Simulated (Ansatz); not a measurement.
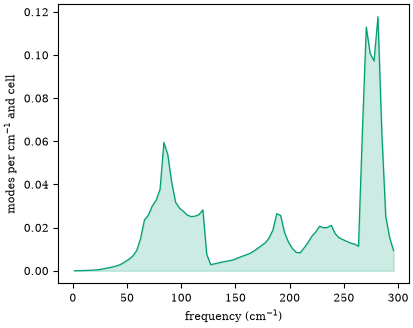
Figure. Phonon density of states of Ge in the diamond structure; finite displacements on a 6×6×6 mesh, r2SCAN in Ansatz (an electronic-structure program), k mesh 6×6×6

Question: Where is the tallest peak, and is there a gap in the spectrum?

Answer: The tallest peak lies near 280 cm⁻¹. No clear gap shows at this resolution.
